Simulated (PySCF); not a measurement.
**Changing the system itself: InH**

One physical setting of the base script is moved in each run, with the edits that it forces.

Program: PySCF 2.14.0. Level of theory: each script names its method and basis. These are calculated values, not measurements.

3 further runs of the same task are left out: 2 for a known fault of the program, 1 that didn't finish.

**1. The system as given**

InH: 2 atoms, charge 0, spin multiplicity 1.

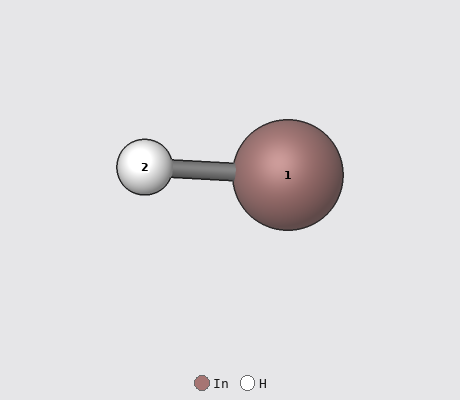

The starting geometry (indium brown, hydrogen white); atoms are numbered from 1 in the order of the file.

**2. The base run**

input.py

```python
from pyscf import gto, scf, mp

mol = gto.M(
    atom='In 0 0 0; H 0 0 1.539',
    basis='ano-rcc-vdzp',
    charge=0,
    spin=0,
    verbose=3,
)
mf = scf.RHF(mol)
mf = mf.sfx2c1e()
mf.kernel()
mp.MP2(mf, frozen=18).kernel()
mf.dip_moment()
print('orbital energies (hartree):', mf.mo_energy[..., max(0, mol.nelec[1]-3):mol.nelec[0]+3].round(4))
```

The run is started by

```console
OMP_NUM_THREADS=1 python input.py
```

The log of this run is left out.

It gives: E(SCF) = -5878.740077 Eh, E(MP2) − E(SCF) = -0.39531 Eh, μ = 1.15 D (of the SCF density).

The bond length is a typed value, not an optimised one.

**3. Bond 2.308 Å**

Run 1 changes bond length: 1.539 Å → 2.308 Å.

input.py: that of step 2 with these lines changed.

```diff
@@ -3,3 +3,3 @@
 mol = gto.M(
-    atom='In 0 0 0; H 0 0 1.539',
+    atom='In 0 0 0; H 0 0 2.308',
     basis='ano-rcc-vdzp',
```

The run is started by

```console
OMP_NUM_THREADS=1 python input.py
```

The log of the run:

```text
converged SCF energy = -5878.74400821412
E(RMP2) = -5879.13807887474  E_corr = -0.394070660620907
E(SCS-RMP2) = -5879.09451053675  E_corr = -0.350502322630979
Dipole moment(X, Y, Z, Debye): -0.00000, -0.00000, -3.11824
orbital energies (hartree): [-1.0287 -0.4392 -0.282   0.0179  0.0179  0.1054]
```

Run time: 4.7 s. Hardware: 1 thread of Arm Neoverse V1, shared host.

Outcome: E(SCF) = -5878.744008 Eh (-0.1070 eV from the base), E(MP2) − E(SCF) = -0.39407 Eh, μ = 3.12 D (reversed against the base) (of the SCF density).

On a stretched bond a closed-shell solution can lie well above a spin-broken one, which wasn't sought.

**4. Electric field 0.005 a.u.**

Run 2 changes electric field: none → 0.005 a.u.

input.py: that of step 2 with these lines changed.

```diff
@@ -11,2 +11,7 @@
 mf = mf.sfx2c1e()
+field = 0.005  # electric field along z, atomic units
+h = mf.get_hcore() + field*mol.intor('int1e_r')[2]
+mf.get_hcore = lambda *args: h
+e_nuc = mol.energy_nuc() - field*mol.atom_charges() @ mol.atom_coords()[:, 2]
+mf.energy_nuc = lambda *args: e_nuc
 mf.kernel()
```

The run is started by

```console
OMP_NUM_THREADS=1 python input.py
```

The log of the run:

```text
converged SCF energy = -5878.74296147047
E(RMP2) = -5879.13695149747  E_corr = -0.393990026998943
E(SCS-RMP2) = -5879.09113655922  E_corr = -0.348175088750105
Dipole moment(X, Y, Z, Debye):  0.00000,  0.00000,  1.77696
orbital energies (hartree): [-0.997  -0.511  -0.2678  0.0345  0.0345  0.1746]
```

It took 4.7 s on 1 thread of Arm Neoverse V1, shared host.

Result: E(SCF) = -5878.742961 Eh (-0.0785 eV from the base), E(MP2) − E(SCF) = -0.39399 Eh, μ = 1.78 D (of the SCF density).

**5. Quintet (UHF)**

Run 3 changes spin (2S): 0 → 4; SCF type: RHF → UHF.

input.py

```python
from pyscf import gto, scf, mp

mol = gto.M(
    atom='In 0 0 0; H 0 0 1.539',
    basis='ano-rcc-vdzp',
    charge=0,
    spin=4,
    verbose=3,
)
mf = scf.UHF(mol)
mf = mf.sfx2c1e()
mf.kernel()
mp.MP2(mf, frozen=18).kernel()
mf.dip_moment()
print('orbital energies (hartree):', [e[max(0, n-3):n+3].round(4) for e, n in zip(mf.mo_energy, mol.nelec)])
```

The run is started by

```console
OMP_NUM_THREADS=1 python input.py
```

The log of the run:

```text
converged SCF energy = -5878.51482764272  <S^2> = 6.0048654  2S+1 = 5.0019458
E(UMP2) = -5878.85479483468  E_corr = -0.339967191954302
E(SCS-UMP2) = -5878.80199719231  E_corr = -0.287169549587545
Dipole moment(X, Y, Z, Debye):  0.00000, -0.00000,  2.15903
orbital energies (hartree): [array([-0.4291, -0.2547, -0.2547,  0.1076,  0.1846,  0.4917]), array([-1.0606, -1.0472, -1.0472, -0.1399,  0.0356,  0.0939])]
```

It took 4.9 s on 1 thread of Arm Neoverse V1, shared host.

This run: E(SCF) = -5878.514828 Eh (+6.1293 eV from the base), E(MP2) − E(SCF) = -0.33997 Eh, ⟨S²⟩ = 6.005, μ = 2.16 D (of the SCF density).

This is not the lowest spin state: the same input with spin=0 ends 6.13 eV lower.

**6. Electric field 0.001 a.u.**

Run 4 changes electric field: none → 0.001 a.u.

input.py: that of step 2 with these lines changed.

```diff
@@ -11,2 +11,7 @@
 mf = mf.sfx2c1e()
+field = 0.001  # electric field along z, atomic units
+h = mf.get_hcore() + field*mol.intor('int1e_r')[2]
+mf.get_hcore = lambda *args: h
+e_nuc = mol.energy_nuc() - field*mol.atom_charges() @ mol.atom_coords()[:, 2]
+mf.energy_nuc = lambda *args: e_nuc
 mf.kernel()
```

The run is started by

```console
OMP_NUM_THREADS=1 python input.py
```

The log of the run:

```text
converged SCF energy = -5878.74055505972
E(RMP2) = -5879.13559748985  E_corr = -0.395042430126373
E(SCS-RMP2) = -5879.0897611554  E_corr = -0.349206095679145
Dipole moment(X, Y, Z, Debye):  0.00000,  0.00000,  1.27911
orbital energies (hartree): [-0.9961 -0.5141 -0.2659  0.0346  0.0346  0.1707]
```

Wall time 4.8 s (1 thread of Arm Neoverse V1, shared host).

Outcome: E(SCF) = -5878.740555 Eh (-0.0130 eV from the base), E(MP2) − E(SCF) = -0.39504 Eh, μ = 1.28 D (of the SCF density).

**7. Side by side**

```
                      run  E(SCF) (hartree)  from base (eV)  gap, α spin (eV)  SCF dipole (D)                            after the SCF
                     base      -5878.740077               0              8.17            1.15  MP2 correlation -10.757 eV, core frozen
             bond 2.308 Å      -5878.744008         -0.1070              8.16            3.12  MP2 correlation -10.723 eV, core frozen
electric field 0.005 a.u.      -5878.742961         -0.0785              8.23            1.78  MP2 correlation -10.721 eV, core frozen
            quintet (UHF)      -5878.514828         +6.1293              9.86            2.16   MP2 correlation -9.251 eV, core frozen
electric field 0.001 a.u.      -5878.740555         -0.0130              8.18            1.28  MP2 correlation -10.750 eV, core frozen
```

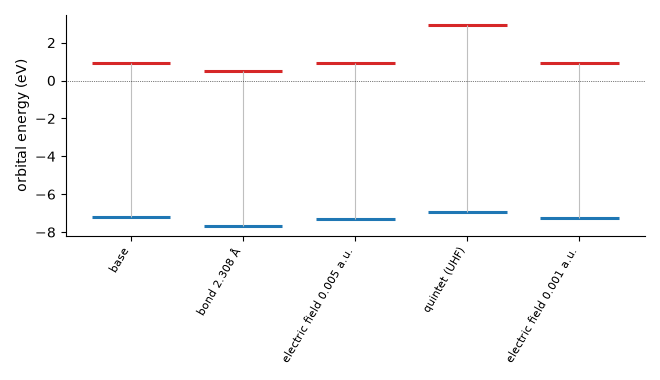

Frontier levels by run: filled blue, empty red. Open-shell runs show the α spin alone.

What this shows: The largest comparable shift of the SCF energy, +6.129 eV, comes with the run “quintet (UHF)”. The quintet solution found lies 6.13 eV above the base singlet at this geometry and level.
